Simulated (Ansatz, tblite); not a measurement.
**The cluster Si₂S₂−: spin-state energies by level, part 1 of 2**

Aim: set other spin states of the cluster Si₂S₂− against its doublet, on many levels of theory.

The runs use Ansatz 0.2.0, Gaussian basis; as each input shows.

Levels to be run: quartet, relaxed (GFN1-xTB, GFN2-xTB, PBE0-D4/def2-TZVPD, PBE-D4/def2-TZVPD, r2SCAN-D4/def2-TZVPD, BHLYP-D4/def2-TZVPD, B2PLYP/def2-TZVPD, PBE-QIDH/def2-TZVPD, LC-ωPBE/def2-TZVPD, r2SCANh-D4/def2-TZVPD, HF/6-31G, B3LYP-D4/6-31G, CCSD(T)/def2-TZVPPD, MP2/def2-TZVPD, RPA/def2-TZVPD); the doublet's energies come from earlier runs.

### 1 The structure

The doublet was relaxed beforehand with PBE0-D4/def2-TZVPD. At that level it is the lowest of the isomers that a small search found.

4 atoms, charge -1, spin multiplicity 2.

Atoms are counted from 1 here; the program's logs count them from 0.

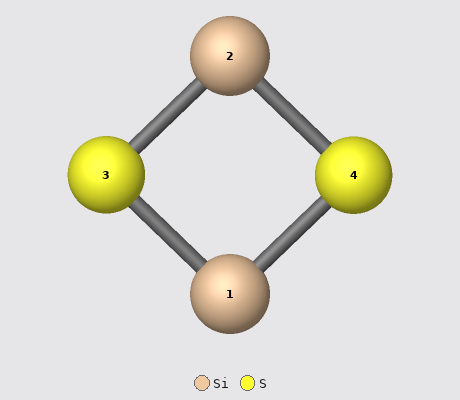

The geometry (silicon light orange, sulfur yellow); atoms are numbered from 1 in the order of the file.

The ion is computed in the gas phase, without counter-ions or solvent.

### 2 Relaxing the quartet

Contents of in.yaml:

```yaml
crystal:
  periodic: [false, false, false]
  atoms:
    - {symbol: Si, position_ang: [-0.137470, 1.513833, -0.024961]}
    - {symbol: Si, position_ang: [0.137454, -1.513632, 0.024898]}
    - {symbol: S, position_ang: [-1.566870, -0.143036, -0.039526]}
    - {symbol: S, position_ang: [1.566886, 0.142836, 0.039579]}
basis:
  gaussian: {orbitals: def2-TZVPD}
total_charge: -1
magnetization: {spin_polarized: true, initial_magnetization: 3}
hamiltonian: {xc: pbe0, dispersion: d4}
scf: {lower_state_search: "off"}
output: {orbitals: {seedname: orbitals}}
relax: {f_tol: 0.02, max_steps: 100}
```

Launch:

```console
> ansatz run in.yaml --threads 4 --pin off --events-out ev --progress --plain --max-ram 3916MiB
```

The program printed, shortened:

```text
Functional definition: PBE0
  name "PBE0"
  cite "Adamo & Barone, J. Chem. Phys. 110, 6158 (1999) doi:10.1063/1.478522"
  cite "Perdew, Burke & Ernzerhof, Phys. Rev. Lett. 77, 3865 (1996) doi:10.1103/PhysRevLett.77.3865"
  parent pbe
[...]
1222 factors; their error is unknown
[...]
mean field -37413.94341279 eV, -1374.9370603384 hartree, gradient 4.9e-6 eV, S^2 3.763453; 0 other end points of the search recorded, 0 dependent functions left out
[...]
reference -37413.94344630 eV, -1374.9370615697 hartree; 32, 29 occupied and 146, 149 virtual orbitals, 1222 factors
relax step   1: F+E_penalty+E_count = -37414.16269714 eV  Δ(F+E_penalty+E_count) = +0.000e0 eV  max|allowed force component| = 9.831e-1 eV/Å  Δτ_max = 0.0000 Å  (16 SCF iters, accepted)
[...]
relax step   4: F+E_penalty+E_count = -37414.33185370 eV  Δ(F+E_penalty+E_count) = -4.006e-2 eV  max|allowed force component| = 7.612e-2 eV/Å  Δτ_max = 0.0350 Å  (21 SCF iters, accepted)
[...]
relax step   7: F+E_penalty+E_count = -37414.33492419 eV  Δ(F+E_penalty+E_count) = -1.963e-3 eV  max|allowed force component| = 3.076e-2 eV/Å  Δτ_max = 0.0202 Å  (22 SCF iters, accepted)
[...]
relax step  10: F+E_penalty+E_count = -37414.34901044 eV  Δ(F+E_penalty+E_count) = -6.373e-3 eV  max|allowed force component| = 3.704e-2 eV/Å  Δτ_max = 0.0752 Å  (20 SCF iters, accepted)
[...]
relax step  11: F+E_penalty+E_count = -37414.35011375 eV  Δ(F+E_penalty+E_count) = -1.103e-3 eV  max|allowed force component| = 3.015e-2 eV/Å  Δτ_max = 0.0457 Å  (21 SCF iters, accepted)
[...]
relax step  12: F+E_penalty+E_count = -37414.35097870 eV  Δ(F+E_penalty+E_count) = -8.650e-4 eV  max|allowed force component| = 1.038e-2 eV/Å  Δτ_max = 0.0221 Å  (23 SCF iters, accepted)
Total energy: -37414.35101385 eV, -1374.9520394011 hartree
Atom 0 at    -0.121478     1.378043    -0.167724 Å, force     0.000785    -0.007254    -0.004899 eV/Å
Atom 1 at     0.129173    -1.382151    -0.122267 Å, force    -0.000530     0.007224    -0.005114 eV/Å
Atom 2 at    -1.678810    -0.150742     0.102710 Å, force     0.010122     0.000950     0.005265 eV/Å
Atom 3 at     1.671114     0.154851     0.187272 Å, force    -0.010377    -0.000920     0.004748 eV/Å
Dipole moment:    -0.000806     0.000461     0.030272 e Å
Checks for a lower state left out: stability, starts, cluster_reference, orbital_swaps, neighbouring_geometries, increment
```

Run time: 76 s. Hardware: 4 threads of Intel Xeon at 2.50GHz, shared host; peak memory 0.67 GiB.

Along the way: (the energy doesn't fall at every step)

| step | energy from step 1 (eV) | largest force component (eV/Å) |
| --- | --- | --- |
| 1 | 0.0000 | 0.9831 |
| 2 | -0.0786 | 0.6249 |
| 3 | -0.1291 | 0.7635 |
| 4 | -0.1692 | 0.0761 |
| 5 | -0.1696 | 0.0096 |
| 6 | -0.1703 | 0.0172 |
| 7 | -0.1722 | 0.0308 |
| 8 | -0.1799 | 0.1592 |
| 9 | -0.1673 | 0.3022 |
| 10 | -0.1863 | 0.0370 |
| 11 | -0.1874 | 0.0302 |
| 12 | -0.1883 | 0.0104 |

The force was under the threshold of 0.02 eV/Å already at step 5, but the program went on to step 12.

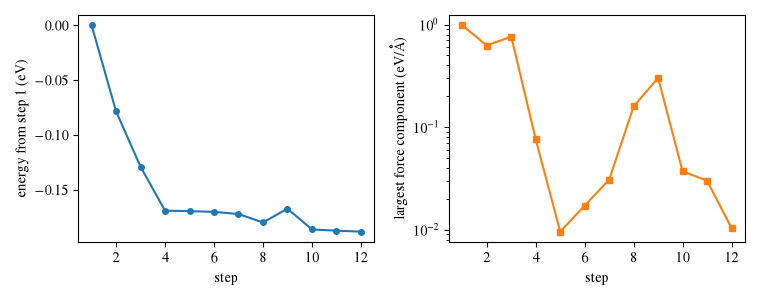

Energy and force, step by step.

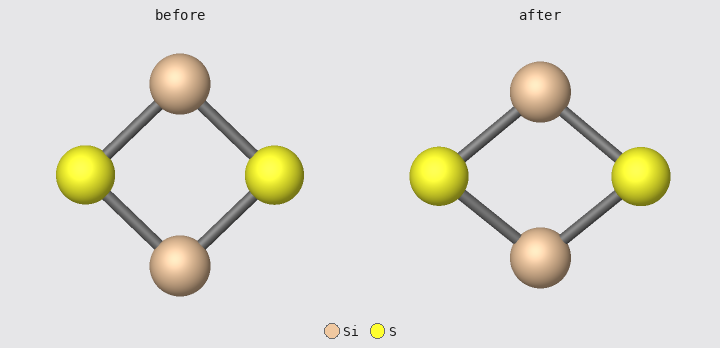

The geometry before (left) and after (right).

Distances of close pairs at the start and the end, largest changes first:

| bond | before (Å) | after (Å) | change (Å) |
| --- | --- | --- | --- |
| Si2–S4 | 2.188 | 2.199 | +0.011 |
| Si2–S3 | 2.188 | 2.199 | +0.011 |
| Si1–S3 | 2.188 | 2.199 | +0.011 |
| Si1–S4 | 2.188 | 2.199 | +0.011 |

### 3 Quartet, first pass, PBE0-D4/def2-SVP

start.molden holds the orbitals of an earlier run on this state, given as this run's starting guess.

Contents of in.yaml:

```yaml
crystal:
  periodic: [false, false, false]
  atoms:
    - {symbol: Si, position_ang: [-0.121478, 1.378043, -0.167724]}
    - {symbol: Si, position_ang: [0.129173, -1.382151, -0.122267]}
    - {symbol: S, position_ang: [-1.678810, -0.150742, 0.102710]}
    - {symbol: S, position_ang: [1.671114, 0.154851, 0.187272]}
basis:
  gaussian: {orbitals: def2-SVP, initial_orbitals: start.molden}
total_charge: -1
magnetization: {spin_polarized: true, initial_magnetization: 3}
hamiltonian: {xc: pbe0, dispersion: d4}
output: {orbitals: {seedname: orbitals}}
```

Same command.

The program printed:

```text
Functional definition: PBE0
  name "PBE0"
  cite "Adamo & Barone, J. Chem. Phys. 110, 6158 (1999) doi:10.1063/1.478522"
  cite "Perdew, Burke & Ernzerhof, Phys. Rev. Lett. 77, 3865 (1996) doi:10.1103/PhysRevLett.77.3865"
  parent pbe
  parameter a = 0.25
  parameter kappa = 0.804
  parameter beta = 0.06672455060314922
  exchange = (1 - a)*pbe_x(kappa = kappa, mu = beta*pi^2/3) + a*exact_x
  correlation = pbe_c(beta = beta)
648 factors; integrals over basis functions are off by at most 7.7e-4 eV
mean field evaluation 1: about -37400.6774 eV, gradient 3.8e0 eV
mean field evaluation 2: about -37400.8182 eV, gradient 1.2e-1 eV
mean field evaluation 4: about -37400.8206 eV, gradient 2.7e-4 eV
mean field evaluation 8: about -37400.3419 eV, gradient 7.4e0 eV
mean field evaluation 16: about -37400.8206 eV, gradient 3.3e-3 eV
mean field -37400.82060573 eV, -1374.4548060740 hartree, gradient 7.8e-6 eV, S^2 3.757852; 1 other end points of the search recorded, 0 dependent functions left out
reference -37400.82062719 eV, -1374.4548068623 hartree; 32, 29 occupied and 40, 43 virtual orbitals, 648 factors
Total energy: -37401.03744650 eV, -1374.4627748253 hartree
```

Run time: 2.5 s. Hardware: 4 threads of Intel Xeon at 2.50GHz, shared host.

From the report: HOMO 0.91 eV, LUMO 0.94 eV (over both spins); ⟨S²⟩ 3.758 (pure: 3.75). Doubts: highest occupied level lies above zero.

### 4 Quartet, GFN1-xTB

Tight binding, by tblite at 300 K electronic temperature and without a spin-polarisation term:

```python
tblite.interface.Calculator('GFN1-xTB', numbers, positions, charge=-1, uhf=3).singlepoint()
```

Energy -304.2743 eV; 0.01 s.

### 5 Quartet, GFN2-xTB

Tight binding, by tblite at 300 K electronic temperature and without a spin-polarisation term:

```python
tblite.interface.Calculator('GFN2-xTB', numbers, positions, charge=-1, uhf=3).singlepoint()
```

Energy -273.6178 eV; 0.015 s.

### 6 Quartet, PBE0-D4/def2-TZVPD

Changes to in.yaml since step 3:

```diff
@@ -8,3 +8,3 @@
 basis:
-  gaussian: {orbitals: def2-SVP, initial_orbitals: start.molden}
+  gaussian: {orbitals: def2-TZVPD, initial_orbitals: start.molden}
 total_charge: -1
@@ -12,2 +12,3 @@
 hamiltonian: {xc: pbe0, dispersion: d4}
+scf: {omitted_lower_state_checks: [starts]}
 output: {orbitals: {seedname: orbitals}}
```

Same command.

The program printed:

```text
Functional definition: PBE0
  name "PBE0"
  cite "Adamo & Barone, J. Chem. Phys. 110, 6158 (1999) doi:10.1063/1.478522"
  cite "Perdew, Burke & Ernzerhof, Phys. Rev. Lett. 77, 3865 (1996) doi:10.1103/PhysRevLett.77.3865"
  parent pbe
  parameter a = 0.25
  parameter kappa = 0.804
  parameter beta = 0.06672455060314922
  exchange = (1 - a)*pbe_x(kappa = kappa, mu = beta*pi^2/3) + a*exact_x
  correlation = pbe_c(beta = beta)
these checks for a lower state are left out or cut short: starts
1222 factors; their error is unknown
mean field evaluation 1: about -37411.1033 eV, gradient 1.0e2 eV
mean field evaluation 2: about -37413.8045 eV, gradient 4.0e0 eV
mean field evaluation 4: about -37414.0639 eV, gradient 3.8e-3 eV
mean field evaluation 8: about -37414.1342 eV, gradient 5.7e-5 eV
mean field -37414.13415938 eV, -1374.9440701463 hartree, gradient 5.7e-5 eV, S^2 3.763763; 0 other end points of the search recorded, 0 dependent functions left out
reference -37414.13419453 eV, -1374.9440714380 hartree; 32, 29 occupied and 146, 149 virtual orbitals, 1222 factors
Total energy: -37414.35101385 eV, -1374.9520394011 hartree
Checks for a lower state left out: starts
```

Wall time 7.5 s (4 threads of Intel Xeon at 2.50GHz, shared host); peak memory 0.67 GiB.

Report: HOMO 0.48 eV, LUMO 0.57 eV (over both spins); ⟨S²⟩ 3.764 (pure: 3.75). Doubts: highest occupied level lies above zero.

### 7 Quartet, PBE-D4/def2-TZVPD

Changes to in.yaml since step 6:

```diff
@@ -11,3 +11,3 @@
 magnetization: {spin_polarized: true, initial_magnetization: 3}
-hamiltonian: {xc: pbe0, dispersion: d4}
+hamiltonian: {xc: pbe, dispersion: d4}
 scf: {omitted_lower_state_checks: [starts]}
```

Launched as before.

The program printed:

```text
Functional definition: PBE
  name "PBE"
  cite "Perdew, Burke & Ernzerhof, Phys. Rev. Lett. 77, 3865 (1996) doi:10.1103/PhysRevLett.77.3865"
  parent pbe
  parameter kappa = 0.804
  parameter beta = 0.06672455060314922
  exchange = pbe_x(kappa = kappa, mu = beta*pi^2/3)
  correlation = pbe_c(beta = beta)
these checks for a lower state are left out or cut short: starts
1136 factors; their error is unknown
mean field evaluation 1: about -37411.1222 eV, gradient 9.4e0 eV
mean field evaluation 2: about -37411.2253 eV, gradient 1.8e-1 eV
mean field evaluation 4: about -37411.2174 eV, gradient 1.5e-3 eV
mean field evaluation 8: about -37411.2174 eV, gradient 1.7e-5 eV
mean field -37411.21741888 eV, -1374.8368819099 hartree, gradient 1.7e-5 eV, S^2 3.757369; 0 other end points of the search recorded, 0 dependent functions left out
reference -37411.21746371 eV, -1374.8368835575 hartree; 32, 29 occupied and 146, 149 virtual orbitals, 1136 factors
Total energy: -37411.47494639 eV, -1374.8463458714 hartree
Checks for a lower state left out: starts
```

It took 4.2 s on 4 threads of Intel Xeon at 2.50GHz, shared host.

From the report: HOMO 1.40 eV, LUMO -0.07 eV (over both spins; with the spin held, an empty level of the minority spin lies below the top filled one); ⟨S²⟩ 3.757 (pure: 3.75). Doubts: highest occupied level lies above zero.

### 8 Quartet, r2SCAN-D4/def2-TZVPD

Changes to in.yaml since step 7:

```diff
@@ -11,3 +11,3 @@
 magnetization: {spin_polarized: true, initial_magnetization: 3}
-hamiltonian: {xc: pbe, dispersion: d4}
+hamiltonian: {xc: r2scan, dispersion: d4}
 scf: {omitted_lower_state_checks: [starts]}
```

The command is unchanged.

The program printed:

```text
Functional definition: r2SCAN
  name "r2SCAN"
  cite "Furness, Kaplan, Ning, Perdew & Sun, J. Phys. Chem. Lett. 11, 8208 (2020) doi:10.1021/acs.jpclett.0c02405"
  cite "Furness, Kaplan, Ning, Perdew & Sun, J. Phys. Chem. Lett. 11, 9248 (2020) doi:10.1021/acs.jpclett.0c03077"
  parent r2scan
  parameter k0 = 0.174
  parameter k1 = 0.065
  parameter a1 = 4.9479
  exchange = r2scan_x(k0 = k0, k1 = k1, a1 = a1)
  correlation = r2scan_c
these checks for a lower state are left out or cut short: starts
1136 factors; their error is unknown
mean field evaluation 1: about -37425.4402 eV, gradient 6.7e0 eV
mean field evaluation 2: about -37425.4833 eV, gradient 8.5e-2 eV
mean field evaluation 4: about -37425.4679 eV, gradient 4.7e-4 eV
mean field evaluation 8: about -37425.4679 eV, gradient 1.4e-5 eV
mean field -37425.46794781 eV, -1375.3605791889 hartree, gradient 1.4e-5 eV, S^2 3.768844; 0 other end points of the search recorded, 0 dependent functions left out
reference -37425.46797971 eV, -1375.3605803611 hartree; 32, 29 occupied and 146, 149 virtual orbitals, 1136 factors
Total energy: -37425.51718894 eV, -1375.3623887670 hartree
Checks for a lower state left out: starts
```

Wall time 8.5 s (4 threads of Intel Xeon at 2.50GHz, shared host).

Report: HOMO 1.18 eV, LUMO 0.08 eV (over both spins; with the spin held, an empty level of the minority spin lies below the top filled one); ⟨S²⟩ 3.769 (pure: 3.75). Doubts: highest occupied level lies above zero.

### 9 Quartet, BHLYP-D4/def2-TZVPD

Changes to in.yaml since step 8:

```diff
@@ -11,3 +11,3 @@
 magnetization: {spin_polarized: true, initial_magnetization: 3}
-hamiltonian: {xc: r2scan, dispersion: d4}
+hamiltonian: {xc: {name: BHLYP}, dispersion: d4}
 scf: {omitted_lower_state_checks: [starts]}
```

Same command.

The program printed:

```text
Functional definition: BHLYP
  name "BHLYP"
  cite "Becke, J. Chem. Phys. 98, 1372 (1993) doi:10.1063/1.464304"
  cite "Becke, Phys. Rev. A 38, 3098 (1988) doi:10.1103/PhysRevA.38.3098"
  cite "Lee, Yang & Parr, Phys. Rev. B 37, 785 (1988) doi:10.1103/PhysRevB.37.785"
  parameter a = 0.5
  exchange = (1 - a)*b88_x + a*exact_x
  correlation = lyp_c
these checks for a lower state are left out or cut short: starts
1316 factors; their error is unknown
mean field evaluation 1: about -37427.3598 eV, gradient 7.9e0 eV
mean field evaluation 2: about -37427.4433 eV, gradient 1.5e-1 eV
mean field evaluation 4: about -37427.5935 eV, gradient 8.1e-4 eV
mean field evaluation 8: about -37427.5935 eV, gradient 2.4e-5 eV
mean field -37427.59348291 eV, -1375.4386911629 hartree, gradient 2.4e-5 eV, S^2 3.771896; 0 other end points of the search recorded, 0 dependent functions left out
reference -37427.59363154 eV, -1375.4386966249 hartree; 32, 29 occupied and 146, 149 virtual orbitals, 1316 factors
Total energy: -37428.01092376 eV, -1375.4540318310 hartree
Checks for a lower state left out: starts
```

It took 8 s on 4 threads of Intel Xeon at 2.50GHz, shared host; peak memory 0.68 GiB.

HOMO -0.24 eV, LUMO 1.28 eV (over both spins); ⟨S²⟩ 3.772 (pure: 3.75).

### 10 Quartet, B2PLYP/def2-TZVPD

Changes to in.yaml since step 9:

```diff
@@ -11,4 +11,3 @@
 magnetization: {spin_polarized: true, initial_magnetization: 3}
-hamiltonian: {xc: {name: BHLYP}, dispersion: d4}
+hamiltonian: {xc: {name: B2PLYP}}
 scf: {omitted_lower_state_checks: [starts]}
-output: {orbitals: {seedname: orbitals}}
```

Same command.

The program printed, shortened:

```text
Functional definition: B2PLYP
  name "B2PLYP"
  cite "Grimme, J. Chem. Phys. 124, 034108 (2006) doi:10.1063/1.2148954"
  cite "Becke, Phys. Rev. A 38, 3098 (1988) doi:10.1103/PhysRevA.38.3098"
  cite "Lee, Yang & Parr, Phys. Rev. B 37, 785 (1988) doi:10.1103/PhysRevB.37.785"
[...]
1088 factors; integrals over basis functions are off by at most 1.1e-3 eV
[...]
mean field -37409.52107248 eV, -1374.7745423297 hartree, gradient 7.3e-6 eV, S^2 3.775129; 0 other end points of the search recorded, 0 dependent functions left out
20 core orbitals not correlated: weight in the atoms' cores, before any rotation towards them, 1.000 or more for the frozen orbitals, at most 0.000 for the correlated occupied ones
reference -37409.52121036 eV, -1374.7745473964 hartree; 12, 9 occupied and 146, 149 virtual orbitals, 1088 factors
second order -18.60296344 eV of doubles, -0.00000000 eV of singles
Total energy: -37414.54401049 eV, -1374.9591318965 hartree
Checks for a lower state left out: starts
```

It took 9.1 s on 4 threads of Intel Xeon at 2.50GHz, shared host.

Report: ⟨S²⟩ 3.775 (pure: 3.75).

### 11 Quartet, PBE-QIDH/def2-TZVPD

Changes to in.yaml since step 10:

```diff
@@ -11,3 +11,3 @@
 magnetization: {spin_polarized: true, initial_magnetization: 3}
-hamiltonian: {xc: {name: B2PLYP}}
+hamiltonian: {xc: {name: PBE-QIDH}}
 scf: {omitted_lower_state_checks: [starts]}
```

Launched as before.

The program printed, shortened:

```text
Functional definition: PBE-QIDH
  name "PBE-QIDH"
  cite "Brémond, Sancho-García, Pérez-Jiménez & Adamo, J. Chem. Phys. 141, 031101 (2014) doi:10.1063/1.4890314"
  cite "Perdew, Burke & Ernzerhof, Phys. Rev. Lett. 77, 3865 (1996) doi:10.1103/PhysRevLett.77.3865"
[...]
1088 factors; integrals over basis functions are off by at most 1.1e-3 eV
[...]
mean field -37398.80725163 eV, -1374.3808166754 hartree, gradient 4.9e-6 eV, S^2 3.783479; 0 other end points of the search recorded, 0 dependent functions left out
20 core orbitals not correlated: weight in the atoms' cores, before any rotation towards them, 1.000 or more for the frozen orbitals, at most 0.000 for the correlated occupied ones
reference -37398.80726657 eV, -1374.3808172246 hartree; 12, 9 occupied and 146, 149 virtual orbitals, 1088 factors
second order -16.96835262 eV of doubles, -0.00000000 eV of singles
Total energy: -37404.46338411 eV, -1374.5886757103 hartree
Checks for a lower state left out: starts
```

Run time: 12 s. Hardware: 4 threads of Intel Xeon at 2.50GHz, shared host; peak memory 0.58 GiB.

⟨S²⟩ 3.783 (pure: 3.75).

### 12 Quartet, LC-ωPBE/def2-TZVPD

Changes to in.yaml since step 11:

```diff
@@ -11,3 +11,4 @@
 magnetization: {spin_polarized: true, initial_magnetization: 3}
-hamiltonian: {xc: {name: PBE-QIDH}}
+hamiltonian: {xc: {name: LC-wPBE}}
 scf: {omitted_lower_state_checks: [starts]}
+output: {orbitals: {seedname: orbitals}}
```

The command is unchanged.

The program printed, shortened:

```text
Functional definition: LC-wPBE
  name "LC-wPBE"
  cite "Vydrov & Scuseria, J. Chem. Phys. 125, 234109 (2006) doi:10.1063/1.2409292"
  cite "Heyd & Scuseria, J. Chem. Phys. 120, 7274 (2004) doi:10.1063/1.1668634"
  cite "Ernzerhof & Perdew, J. Chem. Phys. 109, 3313 (1998) doi:10.1063/1.476928"
  cite "Perdew, Burke & Ernzerhof, Phys. Rev. Lett. 77, 3865 (1996) doi:10.1103/PhysRevLett.77.3865"
  parent pbe
[...]
1136 factors; their error is unknown
394 factors; integrals over basis functions are off by at most 1.1e-4 eV
[...]
mean field -37416.01728048 eV, -1375.0132735702 hartree, gradient 2.4e-5 eV, S^2 3.777465; 0 other end points of the search recorded, 0 dependent functions left out
reference -37416.01728049 eV, -1375.0132735704 hartree; 32, 29 occupied and 146, 149 virtual orbitals, 1136 factors
Total energy: -37416.01728049 eV, -1375.0132735704 hartree
Checks for a lower state left out: starts
```

Run time: 11 s. Hardware: 4 threads of Intel Xeon at 2.50GHz, shared host; peak memory 0.66 GiB.

From the report: HOMO -1.89 eV, LUMO 2.27 eV (over both spins); ⟨S²⟩ 3.777 (pure: 3.75).

### 13 Quartet, r2SCANh-D4/def2-TZVPD

Changes to in.yaml since step 12:

```diff
@@ -11,3 +11,3 @@
 magnetization: {spin_polarized: true, initial_magnetization: 3}
-hamiltonian: {xc: {name: LC-wPBE}}
+hamiltonian: {xc: {name: r2SCANh}, dispersion: d4}
 scf: {omitted_lower_state_checks: [starts]}
```

Launched as before.

The program printed, shortened:

```text
Functional definition: r2SCANh
  name "r2SCANh"
  cite "Bursch, Neugebauer, Ehlert & Grimme, J. Chem. Phys. 156, 134105 (2022) doi:10.1063/5.0086040"
  cite "Furness, Kaplan, Ning, Perdew & Sun, J. Phys. Chem. Lett. 11, 8208 (2020) doi:10.1021/acs.jpclett.0c02405"
  cite "Furness, Kaplan, Ning, Perdew & Sun, J. Phys. Chem. Lett. 11, 9248 (2020) doi:10.1021/acs.jpclett.0c03077"
  parent r2scan
[...]
1136 factors; their error is unknown
[...]
mean field -37425.23509018 eV, -1375.3520218286 hartree, gradient 1.1e-5 eV, S^2 3.771091; 0 other end points of the search recorded, 0 dependent functions left out
reference -37425.23511884 eV, -1375.3520228818 hartree; 32, 29 occupied and 146, 149 virtual orbitals, 1136 factors
Total energy: -37425.29082819 eV, -1375.3540701627 hartree
Checks for a lower state left out: starts
```

Run time: 11 s. Hardware: 4 threads of Intel Xeon at 2.50GHz, shared host; peak memory 0.72 GiB.

From the report: HOMO 0.83 eV, LUMO 0.33 eV (over both spins; with the spin held, an empty level of the minority spin lies below the top filled one); ⟨S²⟩ 3.771 (pure: 3.75). Doubts: highest occupied level lies above zero.

### 14 Quartet, HF/6-31G

Changes to in.yaml since step 13:

```diff
@@ -8,6 +8,6 @@
 basis:
-  gaussian: {orbitals: def2-TZVPD, initial_orbitals: start.molden}
+  gaussian: {orbitals: 6-31G}
 total_charge: -1
 magnetization: {spin_polarized: true, initial_magnetization: 3}
-hamiltonian: {xc: {name: r2SCANh}, dispersion: d4}
+hamiltonian: {xc: hf}
 scf: {omitted_lower_state_checks: [starts]}
```

The command is unchanged.

The program printed:

```text
Functional definition: HF
  name "HF"
  cite "Fock, Z. Phys. 61, 126 (1930) doi:10.1007/BF01340294"
  parent pbe
  exchange = exact_x
  correlation = 0
these checks for a lower state are left out or cut short: starts
560 factors; integrals over basis functions are off by at most 1.1e-4 eV
mean field evaluation 1: about -37353.0246 eV, gradient 1.1e1 eV
mean field evaluation 2: about -37353.0391 eV, gradient 1.1e1 eV
mean field evaluation 4: about -37354.4477 eV, gradient 1.1e0 eV
mean field evaluation 8: about -37354.4904 eV, gradient 1.3e-3 eV
mean field -37354.49119905 eV, -1372.7522317814 hartree, gradient 1.0e-5 eV, S^2 3.770893; 0 other end points of the search recorded, 0 dependent functions left out
reference -37354.49119905 eV, -1372.7522317814 hartree; 32, 29 occupied and 20, 23 virtual orbitals, 560 factors
Total energy: -37354.49119905 eV, -1372.7522317814 hartree
Checks for a lower state left out: starts
```

Wall time 0.75 s (4 threads of Intel Xeon at 2.50GHz, shared host).

HOMO -2.11 eV, LUMO 3.28 eV (over both spins); ⟨S²⟩ 3.771 (pure: 3.75).

(Continued in part 2 of 2.)
